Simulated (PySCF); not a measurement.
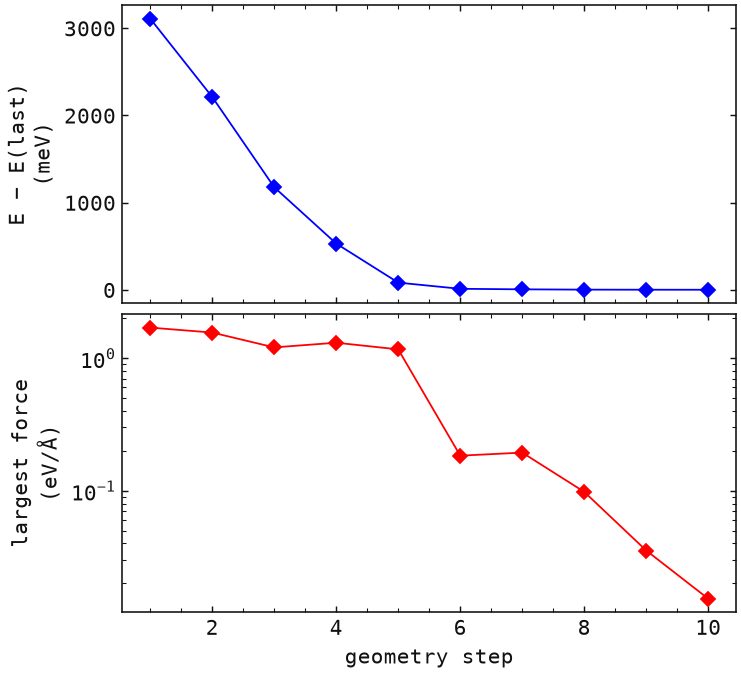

History of a geometry optimisation. C₄H₆O (SMILES C=C=COC); PySCF, PBE0-D3(BJ)/def2-SVP, geometry optimisation.

The optimisation met its thresholds at geometry 10, counting the start as the first. The energy fell by about 3100 meV from the first step to the last. The largest force goes from about 1.7 eV/Å at the start to 0.015 eV/Å at the end.
